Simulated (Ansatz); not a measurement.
# Stretching the linear W chain, part 2 of 3

Does stretching change the magnetism or the channel count of the linear W chain?

Ansatz 0.2.0; DFT RPBE, plane waves, PAW; relaxation of a chain's period (the session's first sound run).

So far, absolute moment (μB): step 2 (relaxing the period) 0.0474.

### 3. The chain at a fixed length, period over the relaxed period 0.88, k-mesh 1×1×40

This step: DFT RPBE, plane waves, PAW; channels and complex bands of a perfect chain (Ansatz 0.2.0).

The period is set to 0.88 times the relaxed one: shorter bonds widen the bands.

The cell differs from the one that the last finished run ended in (c 2.307 → 2.030 Å).

The input, input.yaml:

```yaml
crystal:
  lattice:
    - [7.5, 0.0, 0.0]
    - [0.0, 7.5, 0.0]
    - [0.0, 0.0, 2.0301168897]
  atoms:
    - { symbol: W, position: [0.5, 0.5, 0.0], spin: 2.0 }
magnetization:
  spin_polarized: true
kpoints:
  mp_grid: { grid: [1, 1, 40] }
scf:
  occupations: { method: fermi_dirac, width: 0.05 }
hamiltonian:
  xc: rpbe
output:
  transmission:
    e_range: [-2, 2]
    de: 0.035
    kmesh: [1, 1]
    reduced_basis: true
    leads: [[0, 0]]
  stress: true
```

On the command line:

```console
ansatz run input.yaml --threads 4 --pin off --max-ram 8192MiB --backend cpu --events-out ev --progress --plain --runs-dir out
```

Numbers of over 12 decimals in the logs are rounded to 6 here.

The log of the run:

```text
[...]
Crystal: 1 atoms, lattice volume = 114.194 Å³
Basis set: ecut = 420 eV, 2239 PW (Γ)
Bands: 12, of which v1, the nominal top of the filled ones, is band 7 counted from 1 (6 counted from 0)
Symmetry: 16 space group operations
[...]
k-points: 21 of 40
[...]
Starting moments: Σ|m| = 2 μB on 1 of 1 site
[...]
SCF iter   1: F=—  HF=-10389.388167 eV  |F-HF|=—  |Δ(HF+E_count)|=         —  Δρ=3.28e-2 (↑2.05e-2 ↓3.28e-2)  dr2=1.78e0  dr2_m=5.28e-1  M=0.481 μB ∫|m|=0.483 μB  β_m=0.30  ethr=3.10e-3  ⟨swp⟩=6.8  Hψ=3281  notcnv=0
[...]
SCF iter  11: F=-10391.015262 eV  HF=-10391.015262 eV  |F-HF|=3.64e-12  |Δ(HF+E_count)|=  2.73e-11  Δρ=2.31e-8 (↑2.29e-8 ↓2.31e-8)  dr2=2.36e-13  dr2_m=5.10e-13  M=-0.000 μB ∫|m|=0.000 μB  ethr=1.00e-12  ⟨swp⟩=3.4  Hψ=1758  notcnv=0
SCF 1 converged in 11 iterations: F = -10391.015262 eV  dr2 = 2.36e-13
[...]
WARN: the starting moments were not kept: the SCF closed with an absolute magnetisation of 1.9e-6 μB, where they sum to 2 μB in size (1 site). That is at most 0.1 of that sum. Measured as dr2_m measures the in/out step, that magnetisation stands 7.3e-13 eV from none, at or under the dr2_threshold of 1.0e-7 eV: it is no larger than a step whose dr2_m would equal this threshold. The system may hold no moment; this SCF  [...]
transmission: 6 of 36 steps passed
transmission: 9 of 36 steps passed
[...]
transmission: 36 of 36 steps passed
SCF converged after 11 iterations
Magnetization: -0.0000 μB (7.0000 up, 7.0000 down)
Absolute magnetization: 0.0000 μB (∫|ρ↑−ρ↓|, with the PAW one-centre terms)
[...]
Per-site moments (μB) at R_I (Å): [(-5.303988919002755e-7, 0.837423)]
Free energy (F): -10391.015262 eV
[...]
Internal energy: -10391.004532 eV  (E = F + TS)
E sigma→0 (E₀):  -10391.009897 eV
Entropy (-TS):   -0.010730 eV (-10.730 meV/atom)
Fermi energy:    -0.670814 eV
[...]
--- Stress (GPa, compression-positive) ---
       -0.238108       0.000000       0.000000
        0.000000      -0.238108       0.000000
        0.000000       0.000000      28.947994
  P = ⅓ Tr σ = 9.4906 GPa (94.906 kbar)
--- Band table (eV; the first three rows and the last of 42) ---
  k-point 0 ↑: bands = [... 3 lower, -34.5967, -6.4107, -3.6957, -2.0141, -1.9906, 1.2931, 1.2931, 3.1256, ... 1 higher]
  k-point 1 ↑: bands = [... 3 lower, -34.6709, -6.2862, -3.6732, -1.9963, -1.9728, 1.2930, 1.2930, 3.1484, ... 1 higher]
  k-point 2 ↑: bands = [... 3 lower, -34.8887, -5.9181, -3.6057, -1.9429, -1.9196, 1.2885, 1.2885, 3.2169, ... 1 higher]
  k-point 20 ↓: bands = [... 3 lower, -37.7258, -5.7499, -5.7499, 2.0788, 2.0809, 3.1341, 6.5162, 10.4341, ... 1 higher]
--- Transmission ---
  basis      : 497 plane waves across, 3 finite elements along
  points     : 1, standing for a mesh of 1 x 1
  filling    : by the input's occupations and mesh, since the crystals that have channels conduct as metals do. If one of these is a semiconductor, that mesh has misplaced its level
  energies   : 115 from -2.000000 to 1.990000 eV about the Fermi level, 0.035000 eV apart; the leads are filled to 0.000000 eV, and channels, transmission and decay are at -0.005000 eV
  crystal 0  : W1, at the sites [0, 0], period 2.0301 Å: whole cells are its period
    offset         : up to 0.0000 Å between an atom of the period and one for which it stands
    filled         : 21.0 meV under the level at which it is neutral
    channels       : 6.000000e0 up, 6.000000e0 down
    conductance    : 8.2646e14 S/m² at 300 K; may be off by some 0.0 % by where its bands' edges are placed, 0.0 % from the distance to neutral
```

The job ended after 22 s (4 threads of Intel Xeon Platinum 8488C (Sapphire Rapids), shared host; peak memory 0.54 GiB).

The column dr2 measures how far the density is from self-consistency, as an energy; F and HF (Harris–Foulkes) agree once it is small.

This step gave:

```
energy at zero smearing                                   : -10391.0099 eV
channels at the energy nearest the Fermi level, spin up   : 6
channels at the energy nearest the Fermi level, spin down : 6
conductance of the lead as this run defines it            : 6.000 G₀
band gap                                                  : 0 eV
```

Open channels of the lead against energy, zero at the Fermi level:

```csv
energy (eV),spin up,spin down
-2.000,4,4
-1.790,4,4
-1.615,4,4
-1.405,4,4
-1.195,6,6
-0.985,6,6
-0.810,6,6
-0.600,6,6
-0.390,6,6
-0.215,6,6
-0.005,6,6
0.205,6,6
0.415,6,6
0.590,6,6
0.800,6,6
1.010,6,6
1.185,6,6
1.395,6,6
1.605,6,6
1.815,6,6
```

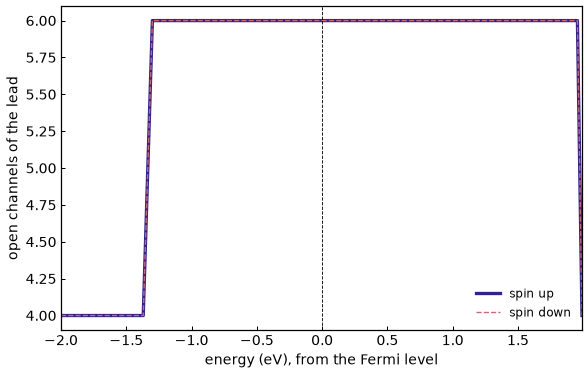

Open channels of the lead, plotted against energy.

At the computed energy nearest the Fermi level there are 6 spin-up and 6 spin-down channels, and the thermal average gives 6.00 G₀.

### 4. The chain at a fixed length, period over the relaxed period 0.92, k-mesh 1×1×38

The period is set to 0.92 times the relaxed one: shorter bonds widen the bands.

The cell differs from the one that the last finished run ended in (c 2.030 → 2.122 Å).

Changes to input.yaml since step 3:

```diff
@@ -4,3 +4,3 @@
     - [0.0, 7.5, 0.0]
-    - [0.0, 0.0, 2.0301168897]
+    - [0.0, 0.0, 2.1223949301]
   atoms:
@@ -10,3 +10,3 @@
 kpoints:
-  mp_grid: { grid: [1, 1, 40] }
+  mp_grid: { grid: [1, 1, 38] }
 scf:
```

The log of the run:

```text
[...]
Crystal: 1 atoms, lattice volume = 119.385 Å³
Basis set: ecut = 420 eV, 2335 PW (Γ)
Bands: 12, of which v1, the nominal top of the filled ones, is band 7 counted from 1 (6 counted from 0)
Symmetry: 16 space group operations
[...]
k-points: 20 of 38
[...]
Starting moments: Σ|m| = 2 μB on 1 of 1 site
[...]
--- Transmission ---
  basis      : 497 plane waves across, 3 finite elements along
  points     : 1, standing for a mesh of 1 x 1
[...]
crystal 0  : W1, at the sites [0, 0], period 2.1224 Å: whole cells are its period
[...]
filled         : 22.1 meV over the level at which it is neutral
    channels       : 6.000000e0 up, 6.000000e0 down
[...]
[key lines of the parts left out:]
SCF converged after 11 iterations
Magnetization: 0.0000 μB (7.0000 up, 7.0000 down)
Free energy (F): -10391.701183 eV
Fermi energy:    -0.882681 eV
P = ⅓ Tr σ = 4.7229 GPa (47.229 kbar)
```

Run time: 20 s. Hardware: 4 threads; peak memory 0.54 GiB.

At the computed energy nearest the Fermi level there are 6 spin-up and 6 spin-down channels, and the thermal average gives 6.00 G₀.

### 5. At a set period, period over the relaxed period 0.96, k-mesh 1×1×37

The period is set to 0.96 times the relaxed one: shorter bonds widen the bands.

The cell differs from the one that the last finished run ended in (c 2.122 → 2.215 Å).

Changes to input.yaml since step 4:

```diff
@@ -4,3 +4,3 @@
     - [0.0, 7.5, 0.0]
-    - [0.0, 0.0, 2.1223949301]
+    - [0.0, 0.0, 2.2146729706]
   atoms:
@@ -10,3 +10,3 @@
 kpoints:
-  mp_grid: { grid: [1, 1, 38] }
+  mp_grid: { grid: [1, 1, 37] }
 scf:
```

The log of the run:

```text
[...]
Crystal: 1 atoms, lattice volume = 124.575 Å³
Basis set: ecut = 420 eV, 2463 PW (Γ)
Bands: 12, of which v1, the nominal top of the filled ones, is band 7 counted from 1 (6 counted from 0)
Symmetry: 16 space group operations
[...]
k-points: 19 of 37
[...]
Starting moments: Σ|m| = 2 μB on 1 of 1 site
[...]
--- Transmission ---
  basis      : 497 plane waves across, 3 finite elements along
  points     : 1, standing for a mesh of 1 x 1
[...]
crystal 0  : W1, at the sites [0, 0], period 2.2147 Å: whole cells are its period
[...]
filled         : 11.3 meV under the level at which it is neutral
    channels       : 6.000000e0 up, 6.000000e0 down
[...]
[key lines of the parts left out:]
SCF converged after 12 iterations
Magnetization: -0.0000 μB (7.0000 up, 7.0000 down)
Free energy (F): -10392.026730 eV
Fermi energy:    -1.087590 eV
P = ⅓ Tr σ = 1.8102 GPa (18.102 kbar)
```

It took 19 s on 4 threads; peak memory 0.53 GiB; 57 s of CPU time.

At the computed energy nearest the Fermi level there are 6 spin-up and 6 spin-down channels, and the thermal average gives 6.00 G₀.

### 6. The chain at a fixed length, period over the relaxed period 1, k-mesh 1×1×35

The period is set to 1.0 times the relaxed one, as the point of reference.

Changes to input.yaml since step 5:

```diff
@@ -4,3 +4,3 @@
     - [0.0, 7.5, 0.0]
-    - [0.0, 0.0, 2.2146729706]
+    - [0.0, 0.0, 2.306951011]
   atoms:
@@ -10,3 +10,3 @@
 kpoints:
-  mp_grid: { grid: [1, 1, 37] }
+  mp_grid: { grid: [1, 1, 35] }
 scf:
```

The log of the run:

```text
[...]
Crystal: 1 atoms, lattice volume = 129.766 Å³
Basis set: ecut = 420 eV, 2527 PW (Γ)
Bands: 12, of which v1, the nominal top of the filled ones, is band 7 counted from 1 (6 counted from 0)
Symmetry: 16 space group operations
[...]
k-points: 18 of 35
[...]
Starting moments: Σ|m| = 2 μB on 1 of 1 site
[...]
--- Transmission ---
  basis      : 497 plane waves across, 3 finite elements along
  points     : 1, standing for a mesh of 1 x 1
[...]
crystal 0  : W1, at the sites [0, 0], period 2.3070 Å: whole cells are its period
[...]
filled         : 25.2 meV over the level at which it is neutral
    channels       : 6.000000e0 up, 6.000000e0 down
[...]
[key lines of the parts left out:]
SCF converged after 13 iterations
Magnetization: 0.0000 μB (7.0000 up, 7.0000 down)
Free energy (F): -10392.124264 eV
Fermi energy:    -1.170659 eV
P = ⅓ Tr σ = -0.2861 GPa (-2.861 kbar)
```

It took 18 s on 4 threads; peak memory 0.52 GiB; 54 s of CPU time.

The open channels of the lead by energy, zero at the Fermi level:

```csv
energy (eV),spin up,spin down
-2.000,4,4
-1.790,4,4
-1.615,4,4
-1.405,4,4
-1.195,4,4
-0.985,4,4
-0.810,4,4
-0.600,6,6
-0.390,6,6
-0.215,6,6
-0.005,6,6
0.205,6,6
0.415,6,6
0.590,6,6
0.800,6,6
1.010,6,6
1.185,6,6
1.395,6,6
1.605,6,6
1.815,4,4
```

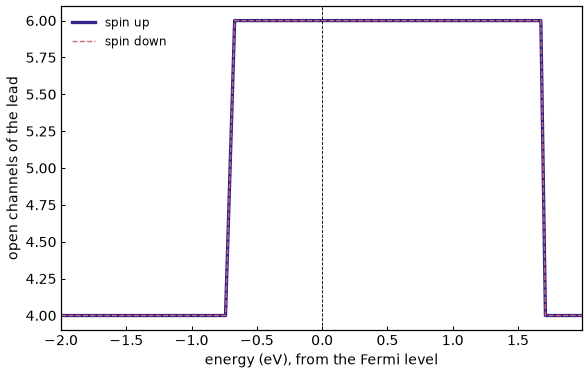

Open channels of the lead, plotted against energy.

At the computed energy nearest the Fermi level there are 6 spin-up and 6 spin-down channels, and the thermal average gives 6.00 G₀.

### 7. The chain at a fixed length, period over the relaxed period 1.04, k-mesh 1×1×34

The period is set to 1.04 times the relaxed one: longer bonds narrow the bands.

The cell differs from the one that the last finished run ended in (c 2.307 → 2.399 Å).

Changes to input.yaml since step 6:

```diff
@@ -4,3 +4,3 @@
     - [0.0, 7.5, 0.0]
-    - [0.0, 0.0, 2.306951011]
+    - [0.0, 0.0, 2.3992290514]
   atoms:
@@ -10,3 +10,3 @@
 kpoints:
-  mp_grid: { grid: [1, 1, 35] }
+  mp_grid: { grid: [1, 1, 34] }
 scf:
```

The log of the run:

```text
[...]
Crystal: 1 atoms, lattice volume = 134.957 Å³
Basis set: ecut = 420 eV, 2617 PW (Γ)
Bands: 12, of which v1, the nominal top of the filled ones, is band 7 counted from 1 (6 counted from 0)
Symmetry: 16 space group operations
[...]
k-points: 18 of 34
[...]
Starting moments: Σ|m| = 2 μB on 1 of 1 site
[...]
--- Transmission ---
  basis      : 497 plane waves across, 3 finite elements along
  points     : 1, standing for a mesh of 1 x 1
[...]
crystal 0  : W1, at the sites [0, 0], period 2.3992 Å: whole cells are its period
[...]
filled         : 31.2 meV over the level at which it is neutral
    channels       : 6.000000e0 up, 6.000000e0 down
[...]
[key lines of the parts left out:]
SCF converged after 16 iterations
Magnetization: -0.0001 μB (7.0000 up, 7.0000 down)
Free energy (F): -10392.044674 eV
Fermi energy:    -1.285225 eV
P = ⅓ Tr σ = -1.6442 GPa (-16.442 kbar)
```

The job ended after 18 s (4 threads; peak memory 0.53 GiB).

At the computed energy nearest the Fermi level there are 6 spin-up and 6 spin-down channels, and the thermal average gives 6.00 G₀. The change of length costs 0.082 eV a cell and leaves no moment.

### 8. At a set period, period over the relaxed period 1.08, k-mesh 1×1×33

The period is set to 1.08 times the relaxed one: longer bonds narrow the bands.

The cell differs from the one that the last finished run ended in (c 2.399 → 2.492 Å).

Changes to input.yaml since step 7:

```diff
@@ -4,3 +4,3 @@
     - [0.0, 7.5, 0.0]
-    - [0.0, 0.0, 2.3992290514]
+    - [0.0, 0.0, 2.4915070919]
   atoms:
@@ -10,3 +10,3 @@
 kpoints:
-  mp_grid: { grid: [1, 1, 34] }
+  mp_grid: { grid: [1, 1, 33] }
 scf:
```

The log of the run:

```text
[...]
Crystal: 1 atoms, lattice volume = 140.147 Å³
Basis set: ecut = 420 eV, 2745 PW (Γ)
Bands: 12, of which v1, the nominal top of the filled ones, is band 7 counted from 1 (6 counted from 0)
Symmetry: 16 space group operations
[...]
k-points: 17 of 33
[...]
Starting moments: Σ|m| = 2 μB on 1 of 1 site
[...]
--- Transmission ---
  basis      : 497 plane waves across, 4 finite elements along
  points     : 1, standing for a mesh of 1 x 1
[...]
crystal 0  : W1, at the sites [0, 0], period 2.4915 Å: whole cells are its period
[...]
filled         : 6.4 meV over the level at which it is neutral
    channels       : 6.000000e0 up, 4.000000e0 down
[...]
[key lines of the parts left out:]
SCF converged after 11 iterations
Magnetization: 2.0318 μB (8.0159 up, 5.9841 down)
Free energy (F): -10391.940920 eV
Fermi energy:    -1.159989 eV
P = ⅓ Tr σ = -1.3348 GPa (-13.348 kbar)
```

Elapsed: 25 s, on 4 threads; peak memory 0.65 GiB; 78 s of CPU time.

At the computed energy nearest the Fermi level there are 6 spin-up and 4 spin-down channels, and the thermal average gives 5.00 G₀. The change of length costs 0.185 eV a cell and leaves an absolute moment of 2.03 μB a cell.

For the conductance of the lead as this run defines it, step 3 gave 6.00 G₀; this run, with period over the relaxed period 1.08 and k-mesh 1×1×33, gives 5.00 G₀ (-17 %).

### 9. The chain at a fixed length, period over the relaxed period 1.13, k-mesh 1×1×31

The period is set to 1.13 times the relaxed one: longer bonds narrow the bands.

The cell differs from the one that the last finished run ended in (c 2.492 → 2.607 Å).

Changes to input.yaml since step 8:

```diff
@@ -4,3 +4,3 @@
     - [0.0, 7.5, 0.0]
-    - [0.0, 0.0, 2.4915070919]
+    - [0.0, 0.0, 2.6068546424]
   atoms:
@@ -10,3 +10,3 @@
 kpoints:
-  mp_grid: { grid: [1, 1, 33] }
+  mp_grid: { grid: [1, 1, 31] }
 scf:
```

The log of the run:

```text
[...]
Crystal: 1 atoms, lattice volume = 146.636 Å³
Basis set: ecut = 420 eV, 2873 PW (Γ)
Bands: 12, of which v1, the nominal top of the filled ones, is band 7 counted from 1 (6 counted from 0)
Symmetry: 16 space group operations
[...]
k-points: 16 of 31
[...]
Starting moments: Σ|m| = 2 μB on 1 of 1 site
[...]
--- Transmission ---
  basis      : 497 plane waves across, 4 finite elements along
  points     : 1, standing for a mesh of 1 x 1
[...]
crystal 0  : W1, at the sites [0, 0], period 2.6069 Å: whole cells are its period
[...]
filled         : 12.1 meV under the level at which it is neutral
    channels       : 6.000000e0 up, 4.000000e0 down
[...]
[key lines of the parts left out:]
SCF converged after 12 iterations
Magnetization: 2.4468 μB (8.2234 up, 5.7766 down)
Free energy (F): -10391.757363 eV
Fermi energy:    -1.344686 eV
P = ⅓ Tr σ = -1.7866 GPa (-17.866 kbar)
```

Elapsed: 23 s, on 4 threads; peak memory 0.61 GiB.

Open channels of the lead against energy, zero at the Fermi level:

```csv
energy (eV),spin up,spin down
-2.000,4,1
-1.510,4,1
-0.985,6,3
-0.495,6,3
-0.005,6,4
0.485,3,4
1.010,3,6
1.500,3,6
```

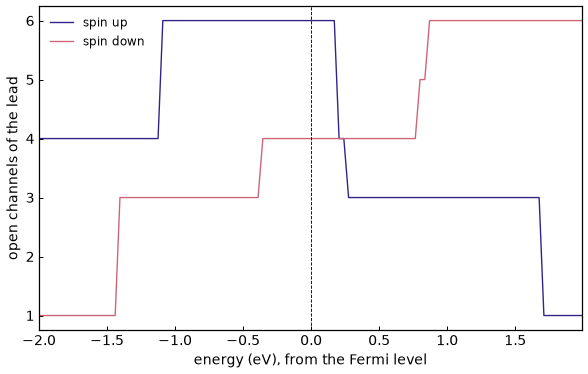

Open channels of the lead, plotted against energy.

At the computed energy nearest the Fermi level there are 6 spin-up and 4 spin-down channels, and the thermal average gives 5.00 G₀. The change of length costs 0.371 eV a cell and leaves an absolute moment of 2.45 μB a cell.

### 10. At a set period, period over the relaxed period 1.2, k-mesh 1×1×29

The period is set to 1.2 times the relaxed one: longer bonds narrow the bands.

The cell differs from the one that the last finished run ended in (c 2.607 → 2.768 Å).

Changes to input.yaml since step 9:

```diff
@@ -4,3 +4,3 @@
     - [0.0, 7.5, 0.0]
-    - [0.0, 0.0, 2.6068546424]
+    - [0.0, 0.0, 2.7683412132]
   atoms:
@@ -10,3 +10,3 @@
 kpoints:
-  mp_grid: { grid: [1, 1, 31] }
+  mp_grid: { grid: [1, 1, 29] }
 scf:
```

The log of the run:

```text
[...]
Crystal: 1 atoms, lattice volume = 155.719 Å³
Basis set: ecut = 420 eV, 3089 PW (Γ)
Bands: 12, of which v1, the nominal top of the filled ones, is band 7 counted from 1 (6 counted from 0)
Symmetry: 16 space group operations
[...]
k-points: 15 of 29
[...]
Starting moments: Σ|m| = 2 μB on 1 of 1 site
[...]
--- Transmission ---
  basis      : 497 plane waves across, 4 finite elements along
  points     : 1, standing for a mesh of 1 x 1
[...]
crystal 0  : W1, at the sites [0, 0], period 2.7683 Å: whole cells are its period
[...]
filled         : 24.8 meV over the level at which it is neutral
    channels       : 3.000000e0 up, 3.000000e0 down
[...]
[key lines of the parts left out:]
SCF converged after 10 iterations
Magnetization: 3.4211 μB (8.7106 up, 5.2894 down)
Free energy (F): -10391.517522 eV
Fermi energy:    -1.379117 eV
P = ⅓ Tr σ = -1.4255 GPa (-14.255 kbar)
```

Run time: 26 s. Hardware: 4 threads; peak memory 0.76 GiB; 84 s of CPU time.

At the computed energy nearest the Fermi level there are 3 spin-up and 3 spin-down channels, and the thermal average gives 3.41 G₀. The change of length costs 0.609 eV a cell and leaves an absolute moment of 3.42 μB a cell.

For the conductance of the lead as this run defines it, step 3 gave 6.00 G₀; this run, with period over the relaxed period 1.2 and k-mesh 1×1×29, gives 3.41 G₀ (-43 %).

[end of part 2 of 3]

[Logs are printed without paths, hosts, clocks, repeated set-up lines and the standing remarks that a program may print on its own settings, such as how far it seeks lower states.]

[Hosts, paths, dates, database ids (printed as entryN), source tags and the programs' standing remarks are cut or masked in the printed files.]
